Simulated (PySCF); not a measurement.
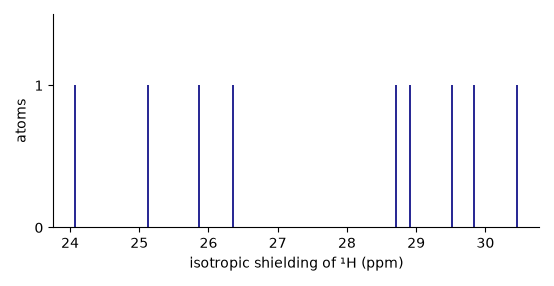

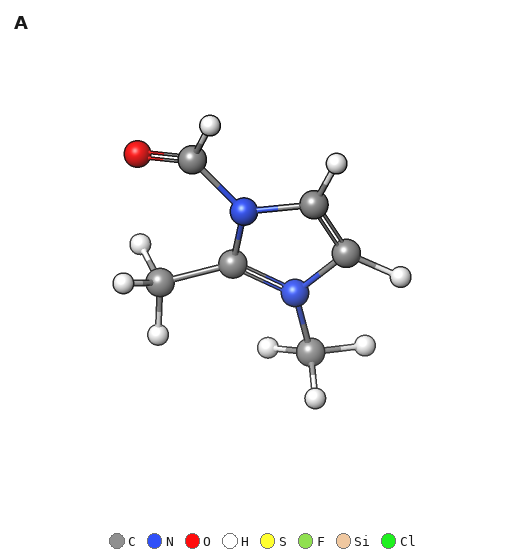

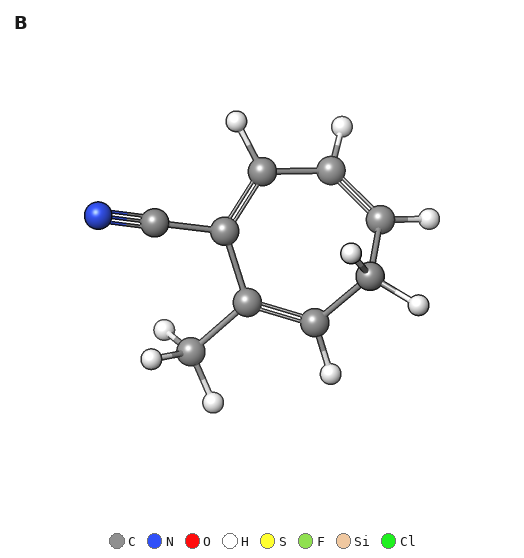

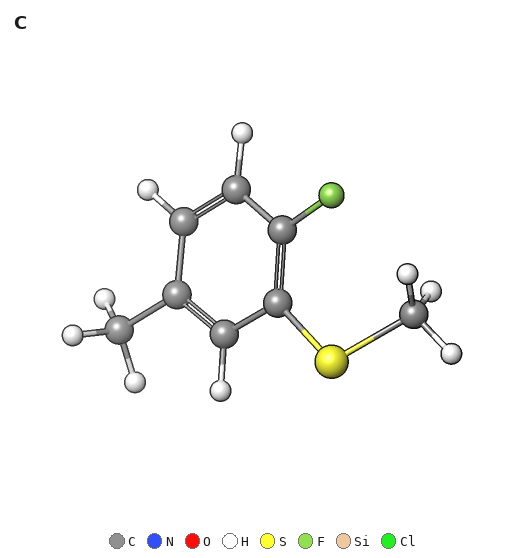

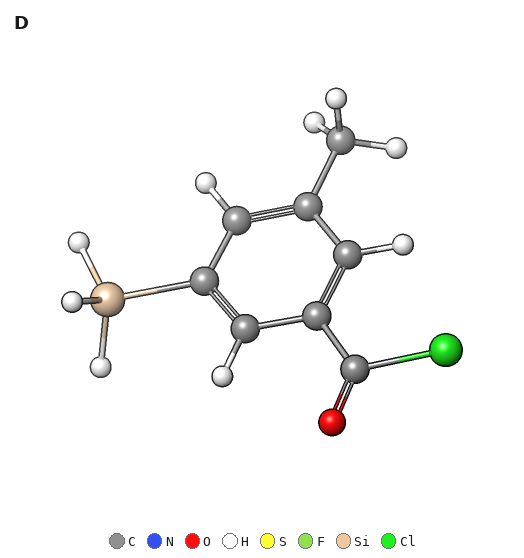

The sticks are computed shieldings of one of the molecules, for one fixed geometry (GFN2-xTB) without averaging over rotations. Low shielding means a high chemical shift. Method: GIAO PBE0/pcSseg-1 NMR shielding, non-relativistic, gas phase (PySCF 2.14.0).

Match the spectrum to a structure.

B, `CC1=CCC=CC=C1C#N`. Its 9 H atoms give lines at 24.08, 25.12, 25.86, 26.35, 28.70, 28.91, 29.52, 29.83, 30.46 ppm.

The geometry is semi-empirical. Around Si such bond lengths and angles can be off by a tenth of an ångström or more and by several degrees, and values that hang on the shape move with them.
